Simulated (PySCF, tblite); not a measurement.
# C₈H₁₀SSi: infrared bands, NMR shifts and electronic excitations at several levels of theory, part 2 of 2

tblite 0.8.0 and PySCF 2.14.0. Atoms count from 0. Earlier steps stand in the parts before.

### Step 6. Excited states and response: CAM-B3LYP/def2-SVPD

What the job is given:

```
{"job": {"kind": "uv", "xc": "CAM-B3LYP", "basis": "def2-SVPD", "ip": true}, "charge": 0, "multiplicity": 1}
C     -2.639946    -0.442259    -0.572976
C     -1.536663     0.207582    -0.969234
C     -0.596225     0.789126     0.060015
C      0.777223     0.201084    -0.024580
C      1.141991    -1.075058    -0.381673
C      2.545731    -1.301208    -0.293262
C      3.231539    -0.196792     0.133807
S      2.168730     1.125304     0.422933
Si    -1.511716     0.377510     1.701222
C     -2.949306    -0.568811     0.895183
H     -3.323283    -0.879399    -1.310185
H     -1.279684     0.306480    -2.029591
H     -0.527958     1.884175    -0.064396
H      0.415445    -1.824145    -0.700328
H      3.029373    -2.247627    -0.539807
H      4.303740    -0.082823     0.285819
H     -0.675292    -0.446634     2.621439
H     -1.965155     1.605745     2.423967
H     -3.009016    -1.625322     1.208215
H     -3.928861    -0.123132     1.139288
```

Level: TDDFT CAM-B3LYP/def2-SVPD, vertical, gas phase, core orbitals frozen in the response.

Standard output:

```text
coarse grid: 18136 points
cycle   1  E = -997.7511275660  dE =  1.751e+00  |g| = 3.598e-01  |ddm| = 9.447e+00
cycle   2  E = -997.7693354212  dE = -1.821e-02  |g| = 3.003e-01  |ddm| = 1.759e+00
cycle   3  E = -997.7915928179  dE = -2.226e-02  |g| = 7.609e-02  |ddm| = 9.265e-01
cycle   4  E = -997.7930389501  dE = -1.446e-03  |g| = 3.311e-02  |ddm| = 2.830e-01
cycle   5  E = -997.7933357884  dE = -2.968e-04  |g| = 7.125e-03  |ddm| = 9.615e-02
cycle   6  E = -997.7933490035  dE = -1.322e-05  |g| = 2.782e-03  |ddm| = 2.274e-02
cycle   7  E = -997.7933510206  dE = -2.017e-06  |g| = 9.032e-04  |ddm| = 7.810e-03
final grid: 167056 points
cycle   8  E = -997.9333688921  dE = -3.730e-05  |g| = 3.201e-03  |ddm| = 1.432e-01
cycle   9  E = -997.9333691667  dE = -2.746e-07  |g| = 3.188e-03  |ddm| = 1.815e-02
cycle  10  E = -997.9333718213  dE = -2.655e-06  |g| = 3.119e-04  |ddm| = 8.896e-03
cycle  11  E = -997.9333718346  dE = -1.334e-08  |g| = 2.571e-04  |ddm| = 1.486e-03
cycle  12  E = -997.9333718525  dE = -1.789e-08  |g| = 5.426e-05  |ddm| = 6.598e-04
cycle  13  E = -997.9333718533  dE = -8.056e-10  |g| = 1.212e-05  |ddm| = 1.727e-04
converged SCF energy = -997.9333718533

Static polarisability (au): isotropic 133.002, principal 104.601 127.672 166.733

Singlet excitations
state   eV       nm        f      main configurations
  1   5.3363    232.3   0.21599   H->L 0.94
  2   5.6762    218.4   0.00138   H->L+1 0.73, H->L+2 0.12
  3   5.8461    212.1   0.05791   H-1->L 0.73
  4   6.1812    200.6   0.00294   H->L+2 0.43, H->L+3 0.23, H->L+1 0.14
  5   6.2183    199.4   0.00377   H-1->L+1 0.48, H-1->L+2 0.11
  6   6.3387    195.6   0.02222   H->L+4 0.71
  7   6.4935    190.9   0.02221   H->L+3 0.59, H->L+2 0.16
  8   6.8503    181.0   0.01936   H-2->L 0.87
  9   6.8829    180.1   0.00691   H-2->L+2 0.38, H->L+6 0.12, H->L+8 0.11
 10   6.9363    178.7   0.02120   H-1->L+3 0.27, H-1->L+2 0.12, H->L+6 0.11

Triplet excitations (Tamm-Dancoff, eV): 3.5599 4.3205 4.6509 5.4954
Vertical ionisation energy (delta-SCF) = 8.0528 eV
```

It took 4.9 min on 1 thread of Arm Neoverse V2, shared host; peak memory 1.7 GiB.

The orbitals next to the gap, with their largest atomic shares:

| orbital | eV | atoms |
| --- | --- | --- |
| HOMO−3 | -10.13 | C9 32 %, Si8 20 %, C0 10 % |
| HOMO−2 | -8.73 | C1 33 %, C0 31 %, C9 8 % |
| HOMO−1 | -8.38 | S7 43 %, C4 18 %, C5 17 % |
| HOMO | -7.53 | C6 23 %, C3 21 %, C4 14 % |
| LUMO | 0.65 | S7 20 %, C6 18 %, C3 17 % |
| LUMO+1 | 1.09 | S7 32 %, C0 11 %, H12 10 % |
| LUMO+2 | 1.17 | Si8 17 %, S7 11 %, C0 11 % |

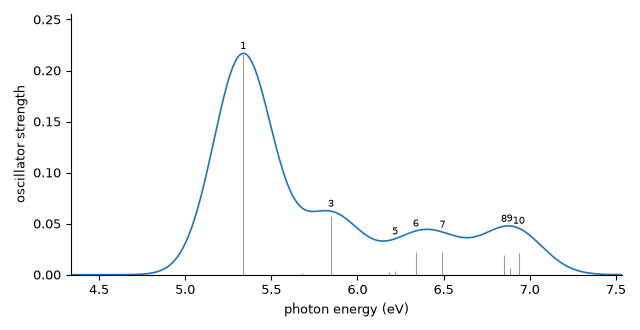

Absorption spectrum from the 10 singlet states computed; above the last one it falls off for lack of states. Lines are broadened to a width of 0.40 eV (Gaussian).

Further results of this job:

| property | computed |
| --- | --- |
| dipole moment (D) | 1.13 |
| polarisability (Å³) | 19.71 |
| HOMO–LUMO gap (eV) | 8.17 |
| −ε(HOMO) (eV) | 7.53 |

### Step 7. Nuclear shieldings: wB97X-D/pcSseg-1

Same as in step 6 but for these lines:

```diff
@@ -1,2 +1,2 @@
-{"job": {"kind": "uv", "xc": "CAM-B3LYP", "basis": "def2-SVPD", "ip": true}, "charge": 0, "multiplicity": 1}
+{"job": {"kind": "nmr", "xc": "wB97X-D", "basis": "pcSseg-1", "pop": false}, "charge": 0, "multiplicity": 1}
 C     -2.639946    -0.442259    -0.572976
```

With the program's defaults for keys left out, this is: GIAO wB97X-D/pcSseg-1 NMR shielding, non-relativistic, gas phase.

Standard output:

```text
coarse grid: 18136 points
cycle   1  E = -998.2324731489  dE =  1.924e+00  |g| = 3.336e-01  |ddm| = 4.356e+00
cycle   2  E = -998.2571434721  dE = -2.467e-02  |g| = 2.304e-01  |ddm| = 6.254e-01
cycle   3  E = -998.2690611747  dE = -1.192e-02  |g| = 6.872e-02  |ddm| = 2.597e-01
cycle   4  E = -998.2702962695  dE = -1.235e-03  |g| = 2.656e-02  |ddm| = 1.111e-01
cycle   5  E = -998.2704769900  dE = -1.807e-04  |g| = 5.994e-03  |ddm| = 3.640e-02
cycle   6  E = -998.2704869417  dE = -9.952e-06  |g| = 2.555e-03  |ddm| = 1.012e-02
final grid: 167056 points
cycle   7  E = -998.3413008206  dE = -2.328e-04  |g| = 6.503e-03  |ddm| = 5.767e-02
cycle   8  E = -998.3413013671  dE = -5.465e-07  |g| = 6.505e-03  |ddm| = 1.545e-02
cycle   9  E = -998.3413112974  dE = -9.930e-06  |g| = 1.109e-03  |ddm| = 7.257e-03
cycle  10  E = -998.3413115946  dE = -2.972e-07  |g| = 5.066e-04  |ddm| = 1.694e-03
cycle  11  E = -998.3413116618  dE = -6.718e-08  |g| = 1.169e-04  |ddm| = 6.758e-04
cycle  12  E = -998.3413116663  dE = -4.508e-09  |g| = 3.445e-05  |ddm| = 2.412e-04
cycle  13  E = -998.3413116668  dE = -4.793e-10  |g| = 1.728e-05  |ddm| = 7.395e-05
converged SCF energy = -998.3413116668

GIAO shielding tensors (ppm)
atom      isotropic    diamagn.    paramagn.     s11        s22        s33       span
  0 C       41.682     256.405    -214.724    -72.932     58.095    139.881    212.813
  1 C       40.111     254.586    -214.475    -74.556     63.072    131.817    206.372
  2 C      153.231     247.897     -94.666    136.817    151.408    171.467     34.650
  3 C       25.014     261.733    -236.720    -54.906      5.328    124.620    179.526
  4 C       58.096     251.415    -193.319    -24.361     47.309    151.340    175.701
  5 C       50.958     254.666    -203.709    -35.825     40.283    148.415    184.241
  6 C       53.318     264.906    -211.588    -39.976     59.345    140.586    180.562
  7 S      271.554    1058.174    -786.620    125.046    320.058    369.559    244.513
  8 Si     365.017     879.492    -514.475    307.383    365.115    422.551    115.168
  9 C      170.913     256.059     -85.146    157.683    159.928    195.129     37.447
 10 H       25.157      30.309      -5.152     23.035     24.878     27.559      4.524
 11 H       25.328      31.761      -6.434     23.079     25.658     27.245      4.166
 12 H       28.065      30.945      -2.880     22.449     28.522     33.224     10.774
 13 H       24.771      33.209      -8.438     20.812     24.178     29.323      8.511
 14 H       24.445      29.621      -5.175     21.396     24.679     27.261      5.865
 15 H       24.480      29.965      -5.485     21.569     24.416     27.457      5.888
 16 H       27.401      28.867      -1.466     23.753     27.301     31.149      7.396
 17 H       26.861      28.710      -1.849     22.959     25.129     32.495      9.536
 18 H       29.639      30.085      -0.445     26.050     26.284     36.584     10.534
 19 H       29.778      27.869       1.909     25.324     26.700     37.310     11.985
```

Wall time 50 s (1 thread of Arm Neoverse V2, shared host); peak memory 1.3 GiB.

In short: δ C3 159.5, C1 144.4, C0 142.9, C5 133.6, H14 6.93, H15 6.90 ppm.

### Step 8. NMR shieldings: PBE0/pcSseg-1 in chloroform

Same as in step 7 but for these lines:

```diff
@@ -1,2 +1,2 @@
-{"job": {"kind": "nmr", "xc": "wB97X-D", "basis": "pcSseg-1", "pop": false}, "charge": 0, "multiplicity": 1}
+{"job": {"kind": "nmr", "xc": "PBE0", "basis": "pcSseg-1", "solvent": "chloroform", "pop": true}, "charge": 0, "multiplicity": 1}
 C     -2.639946    -0.442259    -0.572976
```

With the program's defaults for keys left out, this is: GIAO PBE0/pcSseg-1 NMR shielding, non-relativistic, IEF-PCM chloroform.

Standard output:

```text
coarse grid: 18136 points
cycle   1  E = -997.7165590986  dE =  1.529e+00  |g| = 4.324e-01  |ddm| = 4.441e+00
cycle   2  E = -997.6976039817  dE =  1.896e-02  |g| = 5.087e-01  |ddm| = 9.438e-01
cycle   3  E = -997.7665843828  dE = -6.898e-02  |g| = 7.095e-02  |ddm| = 5.738e-01
cycle   4  E = -997.7676817024  dE = -1.097e-03  |g| = 3.595e-02  |ddm| = 1.153e-01
cycle   5  E = -997.7680056936  dE = -3.240e-04  |g| = 9.200e-03  |ddm| = 4.182e-02
cycle   6  E = -997.7680244974  dE = -1.880e-05  |g| = 3.277e-03  |ddm| = 1.235e-02
cycle   7  E = -997.7680268078  dE = -2.310e-06  |g| = 1.171e-03  |ddm| = 3.873e-03
final grid: 167056 points
cycle   8  E = -997.8307197560  dE = -3.157e-05  |g| = 9.389e-03  |ddm| = 4.403e-02
cycle   9  E = -997.8307026396  dE =  1.712e-05  |g| = 1.234e-02  |ddm| = 2.184e-02
cycle  10  E = -997.8307430548  dE = -4.042e-05  |g| = 7.304e-04  |ddm| = 1.323e-02
cycle  11  E = -997.8307431696  dE = -1.148e-07  |g| = 3.682e-04  |ddm| = 1.161e-03
cycle  12  E = -997.8307432037  dE = -3.414e-08  |g| = 8.275e-05  |ddm| = 4.030e-04
cycle  13  E = -997.8307432050  dE = -1.281e-09  |g| = 4.287e-05  |ddm| = 1.221e-04
cycle  14  E = -997.8307432055  dE = -4.547e-10  |g| = 9.475e-06  |ddm| = 4.616e-05
converged SCF energy = -997.8307432055

GIAO shielding tensors (ppm)
atom      isotropic    diamagn.    paramagn.     s11        s22        s33       span
  0 C       41.043     256.094    -215.051    -70.433     54.405    139.158    209.591
  1 C       41.121     254.254    -213.132    -70.136     62.938    130.562    200.698
  2 C      151.169     246.882     -95.713    133.589    150.362    169.555     35.967
  3 C       26.344     261.321    -234.978    -49.422      5.760    122.693    172.115
  4 C       58.714     250.182    -191.467    -21.147     45.734    151.556    172.703
  5 C       51.607     254.165    -202.558    -32.418     38.929    148.309    180.727
  6 C       55.197     264.417    -209.220    -34.451     60.071    139.970    174.421
  7 S      278.479    1057.621    -779.142    140.258    318.047    377.132    236.873
  8 Si     365.030     879.440    -514.410    307.541    364.889    422.661    115.120
  9 C      169.541     255.887     -86.346    155.432    158.009    195.183     39.751
 10 H       24.867      30.142      -5.275     22.719     24.683     27.200      4.481
 11 H       25.132      31.577      -6.445     22.852     25.535     27.009      4.158
 12 H       27.580      30.331      -2.751     21.944     27.996     32.801     10.857
 13 H       24.507      32.706      -8.199     20.494     24.027     29.000      8.505
 14 H       24.151      29.645      -5.494     21.037     24.383     27.032      5.995
 15 H       24.195      30.073      -5.879     21.118     24.079     27.388      6.270
 16 H       27.350      28.708      -1.358     23.733     27.269     31.049      7.316
 17 H       26.735      28.594      -1.859     22.864     24.977     32.364      9.501
 18 H       29.286      29.674      -0.387     25.617     25.938     36.304     10.687
 19 H       29.422      27.656       1.766     24.884     26.364     37.018     12.134
```

Wall time 41 s (1 thread of Arm Neoverse V2, shared host); peak memory 1.3 GiB.

In short: δ C3 158.8, C0 144.1, C1 144.0, C5 133.6, H14 7.10, H15 7.05 ppm.

### Step 9. Run by run: NMR shifts

Shifts (ppm) of some atoms, chosen among heavy atoms and hydrogens apart, with basis size and wall time:

| run | C3 | C6 | C2 | H12 | H19 | S7 | Si8 | functions | time |
| --- | --- | --- | --- | --- | --- | --- | --- | --- | --- |
| PBE0/pcSseg-1 | 156.6 | 129.1 | 33.3 | 3.53 | 1.71 | 221 | -14.4 | 234 | 41 s |
| wB97X-D/pcSseg-1 | 159.5 | 131.2 | 31.3 | 3.32 | 1.60 | 222 | -12.1 | 234 | 50 s |
| PBE0/pcSseg-1 in chloroform | 158.8 | 130.0 | 34.0 | 3.67 | 1.83 | 217 | -13.2 | 234 | 41 s |

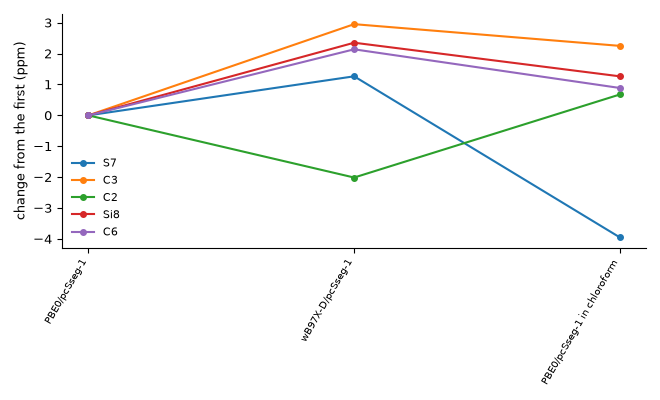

How five of the tabulated atoms move from run to run.

### Step 10. What came out

This closing draws on all 2 parts.

| quantity | value |
| --- | --- |
| strongest single infrared mode (GFN2-xTB) | 2259 cm⁻¹, 355 km/mol |
| zero-point energy (GFN2-xTB) | 93.1 kcal/mol |
| point group | C1 |
| rotational constants (main isotopes) | 2.24, 0.62, 0.57 GHz |
| 13C shifts against TMS (PBE0/pcSseg-1) | 156.6, 143.8, 142.2, 132.3, 129.1, 125.6, 33.3, 14.9 ppm |
| 1H shifts against TMS (PBE0/pcSseg-1) | 6.95, 6.87, 6.64, 6.26, 6.08, 4.55, 4.00, 3.53, 1.85, 1.71 ppm |
| 33S shifts against CS2 (PBE0/pcSseg-1) | 221 ppm |
| 29Si shifts against TMS (PBE0/pcSseg-1) | -14.4 ppm |
| lowest singlet (CAM-B3LYP/def2-SVPD) | 5.34 eV (232 nm), f = 0.216 |
| lowest triplet | 3.56 eV |
| vertical ionisation energy (ΔSCF) | 8.05 eV |
| range of the shift of S7 | 217 to 222 ppm |

Single values in the summary come from the first run of each kind that ended normally (PBE0/pcSseg-1; CAM-B3LYP/def2-SVPD), which need not be the best level. Over 99 steps the energy fell by 0.840 eV; of the close pairs, C6–S7 changed most, 1.847 to 1.724 Å (GFN2-xTB). No mode is imaginary among the 54: a minimum at this level. The strongest single mode, at 2259 cm⁻¹, moves mainly H17. Unscaled tight-binding wavenumbers are off by several per cent, some by more. Its intensities can rank the bands wrongly. Over 6 steps the energy fell by 0.194 eV; of the close pairs, Si8–H16 changed most, 1.449 to 1.492 Å (PBE0/def2-SVP). At PBE0/pcSseg-1: Shielding is most anisotropic at S7 (span 242 ppm, paramagnetic term -783 ppm). NICS(1)zz of -25 ppm above the planar ring from C3 marks a diatropic (aromatic) ring current. The lowest singlet, at 5.34 eV, is HOMO→LUMO 0.94 and is bright. The lowest triplet lies 1.78 eV below the lowest singlet (triplets in Tamm-Dancoff, singlets in full TDDFT). ΔSCF puts the ionisation energy at 8.05 eV, 0.53 eV above −ε(HOMO). In ppm, S7 moves most: its shift spreads over 5 ppm, from 217 (PBE0/pcSseg-1 in chloroform) to 222 (wB97X-D/pcSseg-1).
